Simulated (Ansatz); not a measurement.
```xyz
16

C     0.5735   -1.0503    0.9550
C     0.2962    0.1159    0.3514
C    -0.9981    0.7315   -2.3687
C     0.1055    0.2897   -2.9932
Ge   -2.9309   -1.1896   -0.1899
Si   -1.3075    0.5242   -0.5305
H     1.5361   -1.2381    1.4466
H    -0.1498   -1.8752    0.9888
H     1.0761    0.8931    0.3596
H    -1.8696    1.8071    0.0044
H    -3.3081   -1.3500    1.2938
H    -4.2169   -0.8655   -0.9698
H    -2.4135   -2.5492   -0.6932
H    -1.7738    1.2231   -2.9746
H     0.9144   -0.2128   -2.4478
H     0.2500    0.4097   -4.0740
```

Geometry: r2SCAN-D4/def2-SVP.

Level of theory: isolated molecule in a Gaussian basis; Kohn-Sham density functional theory, functional PBE0 in Ansatz.

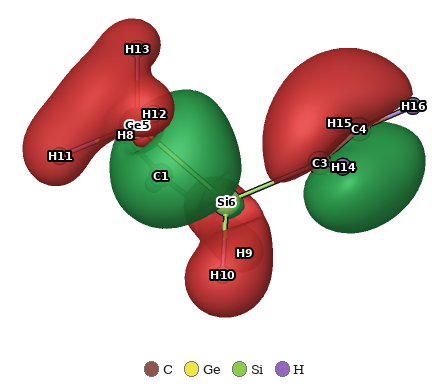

C4H10GeSi (SMILES C=C[SiH]([GeH3])C=C). The HOMO at ±0.08 Å⁻³ᐟ² (green and red are the two phases), seen from one side.

**What is the character of this orbital?**

By Hirshfeld shares it lies mainly on C4 (about 25 %), Ge5 (about 25 %), C3 (about 20 %) and Si6 (about 15 %). Its energy is −7.46 eV.
